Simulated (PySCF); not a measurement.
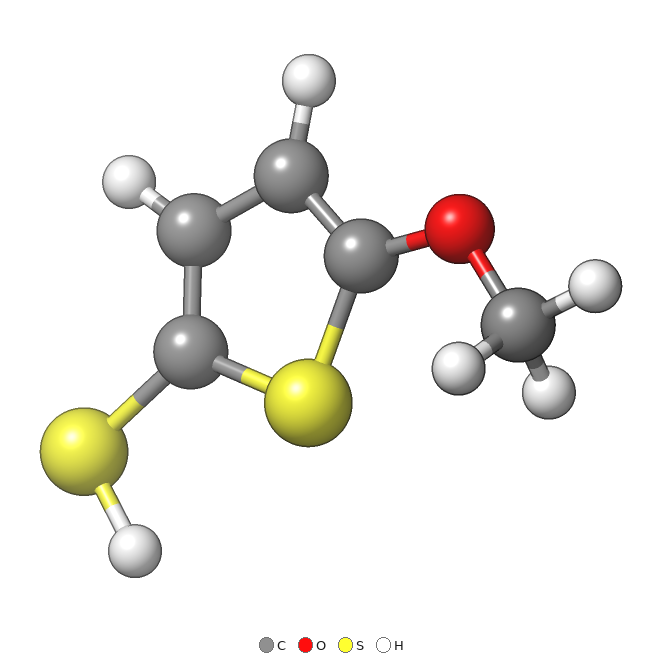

Rendered structure (ball-and-stick style). Every bond is drawn as one stick, whatever its order.

The computed structure is the end point of a GFN2-xTB optimisation. No frequency run is at hand to confirm it as a minimum.

Description:

The molecule is C5H6OS2. SMILES: `COc1ccc(S)s1`. Independent rings (smallest set): 1 of 5 members, 1 of them aromatic. Among its groups: ether, thiol. Coordination: 1 C tetrahedral; 1 O bent; 4 C trigonal planar; 2 S bent.

More results for the same structure follow; atom numbers are the same in all pictures, views and colours differ.

### Polarisability

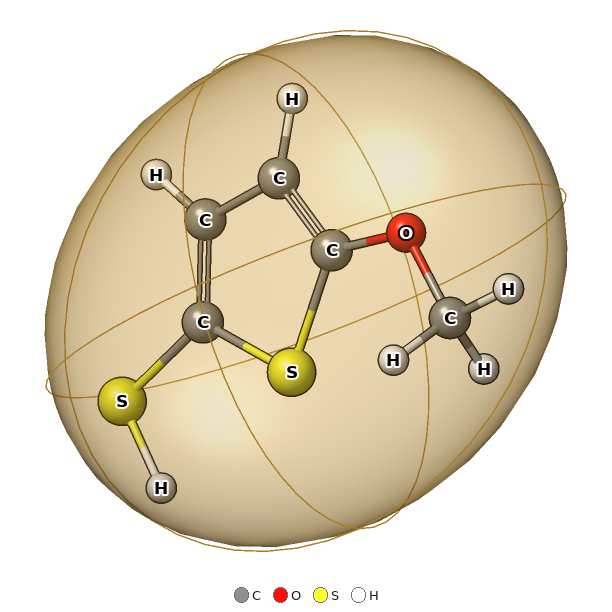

The ellipsoid shows the static dipole polarisability: its half-axes are proportional to the principal values. No frequency run is at hand to confirm it as a minimum. Method: PBE0/def2-SVPD (PySCF 2.14.0).

How large and how anisotropic is the polarisability?

Answer. Principal values 67.1, 103.6, 138.9 bohr³; mean 103.2 bohr³ (15.30 Å³); anisotropy 62.1 bohr³, so the longest axis is 2.07 times the shortest.

### Charges

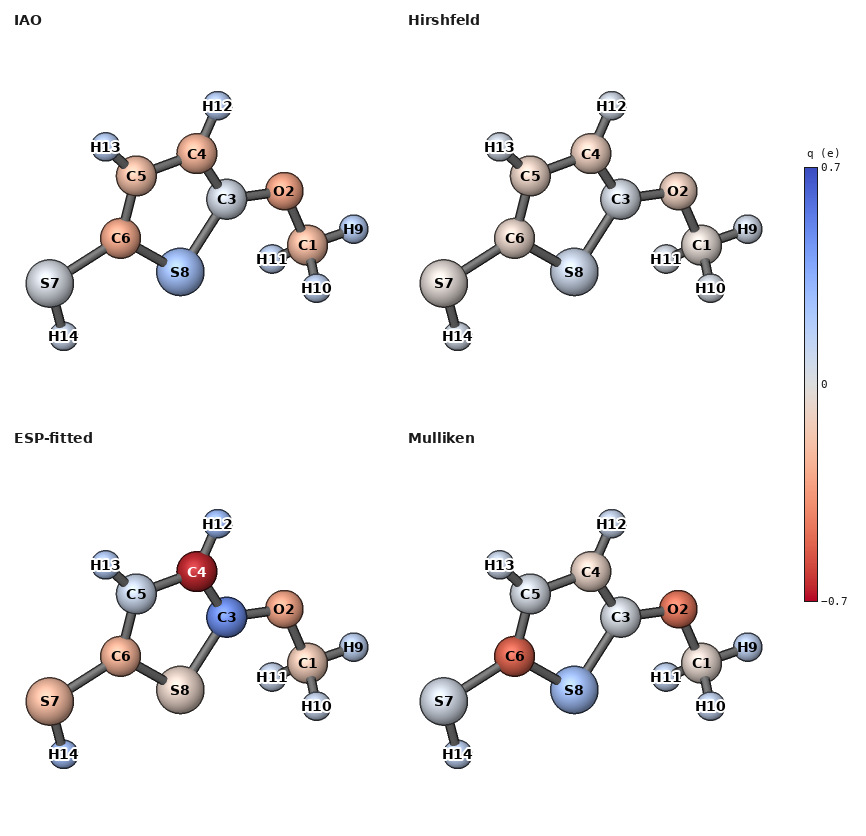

Atomic charges of one calculation by 4 schemes, on one colour scale. No frequency run is at hand to confirm it as a minimum. Computed with PBE0/pcSseg-1 (PySCF 2.14.0).

Which scheme gives the most polar picture (largest mean size of the charges)?

Answer. The ESP-fitted charges are the largest in size here, and the Hirshfeld charges the smallest.

On which atom do the schemes disagree most?

Answer. On C4 (from −0.66 to −0.08 e).

List the charges (e), one line for each set of equivalent atoms. Atoms whose distances differ by more than 0.02 Å in this geometry are listed apart.

```json
{"atom": "C1", "IAO": "−0.21", "Hirshfeld": "−0.04", "ESP-fitted": "−0.14", "Mulliken": "−0.05"}
{"atom": "O2", "IAO": "−0.31", "Hirshfeld": "−0.11", "ESP-fitted": "−0.30", "Mulliken": "−0.45"}
{"atom": "C3", "IAO": "0.05", "Hirshfeld": "0.04", "ESP-fitted": "0.47", "Mulliken": "0.04"}
{"atom": "C4", "IAO": "−0.24", "Hirshfeld": "−0.11", "ESP-fitted": "−0.66", "Mulliken": "−0.08"}
{"atom": "C5", "IAO": "−0.19", "Hirshfeld": "−0.09", "ESP-fitted": "0.09", "Mulliken": "0.04"}
{"atom": "C6", "IAO": "−0.28", "Hirshfeld": "−0.07", "ESP-fitted": "−0.24", "Mulliken": "−0.51"}
{"atom": "S7", "IAO": "0.04", "Hirshfeld": "−0.03", "ESP-fitted": "−0.21", "Mulliken": "0.05"}
{"atom": "S8", "IAO": "0.25", "Hirshfeld": "0.08", "ESP-fitted": "−0.07", "Mulliken": "0.26"}
{"atom": "H9", "IAO": "0.17", "Hirshfeld": "0.06", "ESP-fitted": "0.14", "Mulliken": "0.14"}
{"atom": "H10", "IAO": "0.14", "Hirshfeld": "0.04", "ESP-fitted": "0.10", "Mulliken": "0.12"}
{"atom": "H11", "IAO": "0.14", "Hirshfeld": "0.04", "ESP-fitted": "0.10", "Mulliken": "0.12"}
{"atom": "H12", "IAO": "0.17", "Hirshfeld": "0.05", "ESP-fitted": "0.26", "Mulliken": "0.10"}
{"atom": "H13", "IAO": "0.17", "Hirshfeld": "0.06", "ESP-fitted": "0.18", "Mulliken": "0.09"}
{"atom": "H14", "IAO": "0.10", "Hirshfeld": "0.06", "ESP-fitted": "0.26", "Mulliken": "0.14"}
```

### Excitation

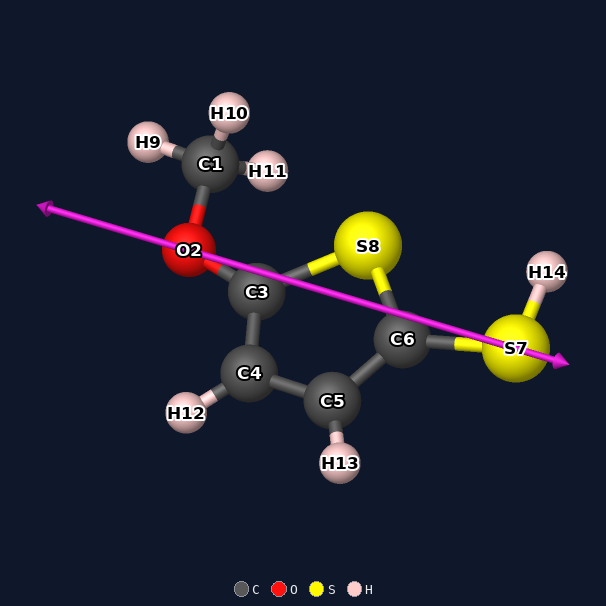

The double arrow shows the direction of the transition dipole to excited singlet state 2 (its length means nothing). No frequency run is at hand to confirm it as a minimum. Level of theory: TDDFT PBE0/def2-SVPD, vertical, gas phase, core orbitals frozen in the response (PySCF 2.14.0).

How is the transition polarised?

Answer. Nearly parallel to the C4–C5 bond.

Where does the transition lie, and how strong is it?

Answer. 4.65 eV (266 nm), oscillator strength 0.20, mainly HOMO → LUMO+1 (weight 0.96); transition dipole 3.35 D.

Mulliken values depend strongly on the basis set and can even reverse the polarity of a bond.
